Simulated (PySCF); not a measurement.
C2H9F3OSi3 (SMILES F[SiH2]C(F)(F)OC([SiH3])[SiH3])

```xyz
18

F     2.8266   -1.8121   -0.3626
Si    3.0025   -0.2312   -0.1760
C     1.3733    0.3446    0.6880
F     1.3549    1.7259    0.8339
F     1.3229   -0.0782    2.0039
O     0.3337   -0.0850   -0.0162
C    -1.0125    0.2363    0.4981
Si   -1.7655   -1.4353    1.0319
Si   -1.8296    1.2300   -0.9107
H     3.0558    0.3504   -1.5025
H     4.1188   -0.0261    0.7274
H    -0.8961    0.8797    1.3736
H    -3.0936   -1.1624    1.5862
H    -1.8423   -2.2809   -0.1584
H    -0.9031   -2.0541    2.0370
H    -3.1732    1.6201   -0.4811
H    -1.8722    0.3732   -2.0949
H    -1.0092    2.4112   -1.1822
```

Geometry: GFN2-xTB.

Level of theory: PBE0/pcSseg-1, SCF density, gas phase, non-relativistic in PySCF 2.14.0.

What will maps of the electron density and electron localisation function show?

C–O (1.33 Å): ρ at the midpoint is about 2.5 e/Å³; the ELF peaks at about 0.90 between the atoms: a shared but strongly polarised pair.
C–Si (1.93 Å): ρ at the midpoint is about 0.96 e/Å³; the ELF peaks at about 1 between the atoms; a shared electron pair.
C–H (1.09 Å): ρ at the midpoint is about 2 e/Å³; the ELF climbs to about 1 towards the hydrogen, as it does in any bond to H: an ordinary covalent bond to hydrogen.
C–O (1.48 Å): ρ is about 1.7 e/Å³ halfway, with its minimum of 1.5 e/Å³ about 0.5 Å from C; the ELF peaks at about 0.85 between the atoms; a polar covalent bond.

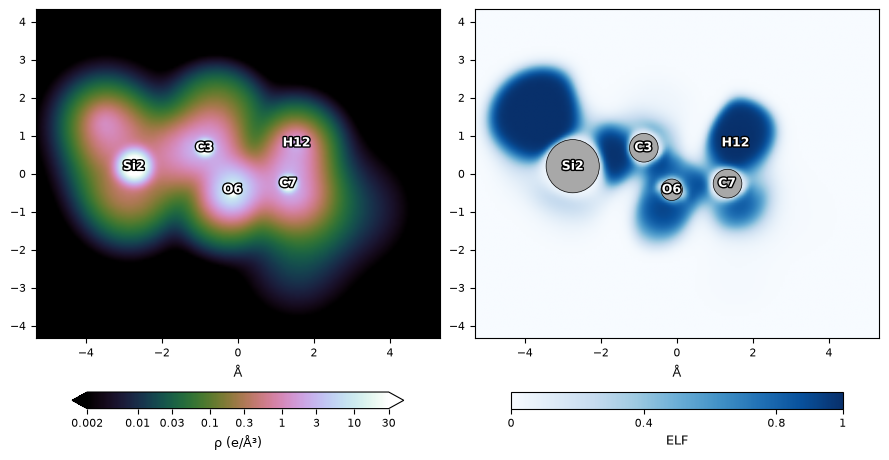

Computed electron density and electron localisation function on the plane of atoms Si2, C3 and O6, in this order. Grey discs cover the atomic cores in the ELF map. 
